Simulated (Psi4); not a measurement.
**UPBE/aug-cc-pVTZ run of SiCl (SMILES [Si]Cl)**

Aim: the vertical doublet–quartet gap of SiCl at UPBE/aug-cc-pVTZ, from 2 runs. 

The calculation is run with Psi4 1.11.

4 further runs of the same task are left out: 2 that didn't finish, 2 set aside as unsound or not needed.

### 1 The molecule

SiCl: 2 atoms, total charge 0, spin state doublet. As SMILES, `[Si]Cl`. Geometry: relaxed at PBE0-D4/def2-TZVP.

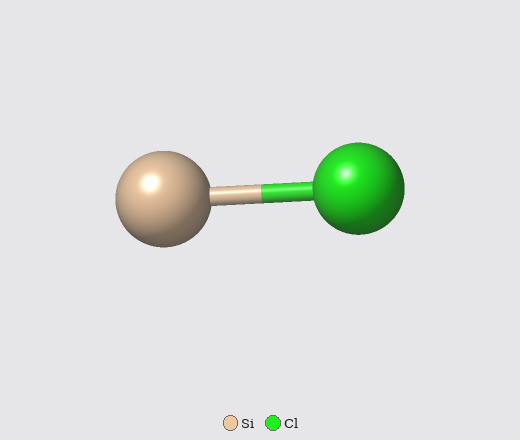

Viewed from a chosen angle; silicon light orange, chlorine green.

### 2 Energy and forces at UPBE/aug-cc-pVTZ

The input, clsi.json:

```json
{
 "schema_name": "qcschema_input",
 "schema_version": 1,
 "molecule": {
  "schema_name": "qcschema_molecule",
  "schema_version": 2,
  "symbols": ["Si", "Cl"],
  "geometry": [1.66637939, -0.55493697, 0.85438298, -1.66637939, 0.55493697, -0.85438298],
  "molecular_charge": 0,
  "molecular_multiplicity": 2,
  "fix_symmetry": "c1"
 },
 "driver": "gradient",
 "model": {
  "method": "pbe",
  "basis": "aug-cc-pVTZ"
 },
 "keywords": {
  "reference": "uks",
  "puream": true,
  "e_convergence": 1e-09,
  "d_convergence": 1e-08,
  "scf_type": "pk",
  "dft_radial_points": 99,
  "dft_spherical_points": 590,
  "maxiter": 100,
  "scf_properties": ["WIBERG_LOWDIN_INDICES", "QUADRUPOLE", "MULLIKEN_CHARGES"]
 }
}
```

On the command line:

```sh
$ psi4 --qcschema clsi.json -n 1 --memory 1600MB
```

stdout:

```text
[...]
  Running in c1 symmetry.
[...]
  Nuclear repulsion =   60.927614098545583
[...]
  Multiplicity = 2
[...]
  Nalpha       = 16
  Nbeta        = 15
[...]
    Number of basis functions: 100
[...]
   @UKS iter   1:  -749.30496602134542   -2.00618e-01   3.63074e-03 ADIIS/DIIS
[...]
   @UKS iter  11:  -749.36043009853074   -3.52429e-12   4.01079e-09 DIIS
[...]
   @S^2 Observed:                7.552394195E-01
[...]
    Orbital Energies [Eh]
    ---------------------
    Alpha Occupied:
       1A   -100.715407     2A    -65.489893     3A     -9.199304
       4A     -7.019982     5A     -7.017556     6A     -7.015550
       7A     -5.108840     8A     -3.524733     9A     -3.518664
      10A     -3.518377    11A     -0.769611    12A     -0.450985
      13A     -0.323476    14A     -0.320793    15A     -0.300347
      16A     -0.153239
    Alpha Virtual:
      17A     -0.144605    18A     -0.040007    19A     -0.003264
      20A      0.019683    21A      0.023759    22A      0.035734
      23A      0.050913    24A      0.053723    25A      0.056749
[...]
  @UKS Final Energy:  -749.36043009853074
   => Energetics <=
    Nuclear Repulsion Energy =             60.9276140985455825
    One-Electron Energy =               -1157.4077296336295149
    Two-Electron Energy =                 395.8447236998675294
    DFT Exchange-Correlation Energy =     -48.7250382633141896
    Empirical Dispersion Energy =           0.0000000000000000
    VV10 Nonlocal Energy =                  0.0000000000000000
    Total Energy =                       -749.3604300985307418
[...]
 Multipole Moments:
 ------------------------------------------------------------------------------------
     Multipole            Electronic (a.u.)      Nuclear  (a.u.)        Total (a.u.)
 ------------------------------------------------------------------------------------
 L = 1.  Multiply by 2.5417464519 to convert [e a0] to [Debye]
 Dipole X            :         -0.0000000            0.0000000           -0.0000000
 Dipole Y            :          0.0000000            0.0000000            0.0000000
 Dipole Z            :         -0.6188493            0.8660898            0.2472405
 Magnitude           :                                                    0.2472405
 L = 2.  Multiply by 1.3450342976 to convert [e a0^2] to [Debye ang]
 Quadrupole XX       :        -17.7822344            0.0000000          -17.7822344
 Quadrupole XY       :         -0.2057307            0.0000000           -0.2057307
[...]
  Mulliken Charges: (a.u.)
   Center  Symbol    Alpha    Beta     Spin     Total
       1    SI     7.38018  6.41533  0.96484  0.20449
       2    CL     8.61982  8.58467  0.03516 -0.20449
   Total alpha = 16.00000, Total beta = 15.00000, Total charge = -0.00000
  Wiberg Bond Indices using Orthogonal Lowdin Orbitals:
  Total Bond Index:
  Irrep: 1 Size: 2 x 2
                 1                   2
[...]
  -Total Gradient:
     Atom            X                  Y                   Z
    ------   -----------------  -----------------  -----------------
       1       -0.000000000000     0.000000000000    -0.008724827481
       2       -0.000000000000     0.000000000000     0.008722222583
[...]
```

The result, in JSON:

```text
{
 "driver": "gradient",
 "model": {
  "method": "pbe",
  "basis": "aug-cc-pVTZ"
 },
 "success": true,
 "return_result": [-3.714217953484134e-13, 2.201838137874486e-13, -0.008724827481462832, -2.1977340017389084e-13, 2.464904762928315e-13, 0.008722222582582373],
 "properties": {
  "calcinfo_nbasis": 100,
  "calcinfo_nmo": 100,
  "calcinfo_nalpha": 16,
  "calcinfo_nbeta": 15,
  "calcinfo_natom": 2,
  "nuclear_repulsion_energy": 60.92761409854558,
  "return_energy": -749.3604300985307,
  "return_gradient": [-3.714217953484134e-13, 2.201838137874486e-13, -0.008724827481462832, -2.1977340017389084e-13, 2.464904762928315e-13, 0.008722222582582373],
  "scf_one_electron_energy": -1157.4077296336295,
  "scf_two_electron_energy": 395.84472369986753,
  "scf_xc_energy": -48.72503826331419,
  "scf_dipole_moment": [-4.330528502217436e-14, 5.9781911824203e-16, 0.2472405364359479],
  "scf_total_energy": -749.3604300985307,
  "scf_total_gradient": [-3.714217953484134e-13, 2.201838137874486e-13, -0.008724827481462832, -2.1977340017389084e-13, 2.464904762928315e-13, 0.008722222582582373],
  "scf_iterations": 11
 }
}
```

It took 38 s on 1 thread of Intel Xeon Platinum 8488C (Sapphire Rapids), shared host; peak memory 0.91 GiB.

### 3 The quartet

The input, job.inp:

```
memory 1600 MB

molecule {
  0 4
  Si     0.881810    -0.293660     0.452120
  Cl    -0.881810     0.293660    -0.452120
  symmetry c1
  no_reorient
  no_com
}

set reference uks
set puream true
set e_convergence 1e-09
set d_convergence 1e-08
set scf_type pk
set dft_radial_points 99
set dft_spherical_points 590
set maxiter 100

E, wfn = gradient("pbe/aug-cc-pVTZ", return_wfn=True)
oeprop(wfn, "LOWDIN_CHARGES", "MAYER_INDICES", "MULLIKEN_CHARGES", title="PBE")
```

On the command line:

```sh
$ psi4 -n 1 job.inp job.out
```

job.out (excerpt; [...] marks lines left out):

```text
[...]
  Running in c1 symmetry.
[...]
  Nuclear repulsion =   60.927613994992669
[...]
  Multiplicity = 4
[...]
  Nalpha       = 17
  Nbeta        = 14
[...]
    Number of basis functions: 100
[...]
   @UKS iter   1:  -749.19288038858315   -8.85321e-02   3.45070e-03 DIIS/ADIIS
[...]
   @UKS iter  11:  -749.24924923517665   -1.02318e-12   1.22312e-09 DIIS
[...]
   @S^2 Observed:                3.751498387E+00
[...]
  @UKS Final Energy:  -749.24924923517665
   => Energetics <=
    Nuclear Repulsion Energy =             60.9276139949926687
    One-Electron Energy =               -1156.8110827223445085
    Two-Electron Energy =                 395.3810930054617643
    DFT Exchange-Correlation Energy =     -48.7468735132865945
    Empirical Dispersion Energy =           0.0000000000000000
    VV10 Nonlocal Energy =                  0.0000000000000000
    Total Energy =                       -749.2492492351766487
[...]
 Multipole Moments:
 ------------------------------------------------------------------------------------
     Multipole            Electronic (a.u.)      Nuclear  (a.u.)        Total (a.u.)
 ------------------------------------------------------------------------------------
 L = 1.  Multiply by 2.5417464519 to convert [e a0] to [Debye]
 Dipole X            :          5.1828398           -4.9991382            0.1837016
 Dipole Y            :         -1.7259872            1.6648109           -0.0611762
 Dipole Z            :          2.6573361           -2.5631489            0.0941872
 Magnitude           :                                                    0.2153138
[...]
  -Total Gradient:
     Atom            X                  Y                   Z
    ------   -----------------  -----------------  -----------------
       1       -0.005371586293     0.001788843437    -0.002754109836
       2        0.005369449844    -0.001788131958     0.002753014444
[...]
  Mulliken Charges: (a.u.)
   Center  Symbol    Alpha    Beta     Spin     Total
       1    SI     8.26369  5.58444  2.67925  0.15188
       2    CL     8.73631  8.41556  0.32075 -0.15188
   Total alpha = 17.00000, Total beta = 14.00000, Total charge =  0.00000
  Lowdin Charges: (a.u.)
   Center  Symbol    Alpha    Beta     Spin     Total
       1    SI     8.31700  5.89430  2.42270 -0.21130
       2    CL     8.68300  8.10570  0.57730  0.21130
  Total alpha = 17.00000, Total beta = 14.00000, Total charge =  0.00000
[...]
```

Wall time 35 s (1 thread of Intel Xeon Platinum 8488C (Sapphire Rapids), shared host); peak memory 0.9 GiB.

### 4 Results

At UPBE/aug-cc-pVTZ:

| quantity | value |
| --- | --- |
| doublet: total energy | -749.36043 Eh |
| doublet: dipole moment | 0.63 D |
| doublet: HOMO energy (highest over α and β) | -4.17 eV |
| doublet: LUMO energy (lowest over α and β) | -3.93 eV |
| doublet: ⟨S²⟩ | 0.755 |
| doublet: largest force on an atom | 0.449 eV/Å |
| quartet: total energy | -749.24925 Eh |
| quartet: dipole moment | 0.55 D |
| quartet: HOMO energy (highest over α and β) | -4.73 eV |
| quartet: ⟨S²⟩ | 3.751 |
| quartet: largest force on an atom | 0.324 eV/Å |
| vertical energy of the quartet above the doublet | 3.025 eV |

What this shows: At this shape the quartet lies 3.03 eV (70 kcal/mol) above the doublet. The largest force (doublet) is 0.45 eV/Å: the shape isn't a stationary point for this species at this level.
